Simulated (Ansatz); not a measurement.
# Fields on a plane of HgTe (zinc blende)

```
HgTe
1.0
    0.00000     3.25489     3.25489
    3.25489     0.00000     3.25489
    3.25489     3.25489     0.00000
Te Hg
1 1
Direct
  0.75000   0.75000   0.75000
  0.00000   0.00000   0.00000
```

The slice is a {111} plane (indices of the conventional cell) through the point (0.000, 0.000, 0.000) (fractional), spanned by u = [100] and v = [-1 2 0] in vectors of this cell: u (4.60 Å) and v (7.97 Å, at 90° to u). It covers one period; positions are fractions (u, v).

Atoms on it: Hg at (0.00, 0.00); Hg at (0.50, 0.50). Other atoms lie within 1 Å of the plane.

Calculation: PBEsol (plane waves to 420 eV, PAW, scalar-relativistic; Ansatz, a first-principles code). k mesh 9×9×9. These are valence fields of a PAW run, semicore shells included where kept as valence: close to a nucleus they are smooth pseudo fields. At this level the bands of HgTe touch or barely overlap. HgTe was relaxed with its symmetry unable to fall. Spin-orbit coupling is left out, though Hg and Te are heavy.

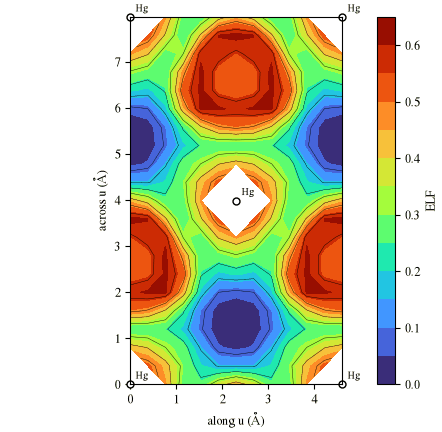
*Electron localisation function (ELF), one period of the plane, atoms marked. Points within 0.5 Å of a nucleus are left white, as the pseudised field means little there.*

```
|xxxxxx11554433445511xxxx|
|xxxx004422000000224400xx|
|113355550000xx0000555533|
|778888660000xx0011668888|
|999999774400000044779999|
|999999887755445577889999|
|999999885522002255889999|
|9999885500xxxxxx00558899|
|99997722xxxxxxxxxx227799|
|77776600xxxxxxxxxx006677|
|33445511xxxxxxxxxx115544|
|0000224400xxxxxx00442200|
|xx0000555533113355550000|
|xx0011668888778888660000|
|000044779999999999774400|
|445577889999999999887755|
|002255889999999999885522|
|xxxx005588999999885500xx|
|xxxxxx22779999997722xxxx|
|xxxxxx00667777776600xxxx|
```
Scale: ten equal steps from -3.00 (start of '0') to 5.61 (end of '9'), in the order '0123456789'. Values: electrostatic potential energy of an electron, from the cell's mean, in eV. The map has 12 points along u (two characters each, u = 0 at the left) and 20 along v (v = 0 in the bottom row). Points within 1 Å of a nucleus are blanked (x), as the pseudised field means little there. Values under -3 eV are set to -3. The zero, the cell's mean, hangs on the PAW cores.
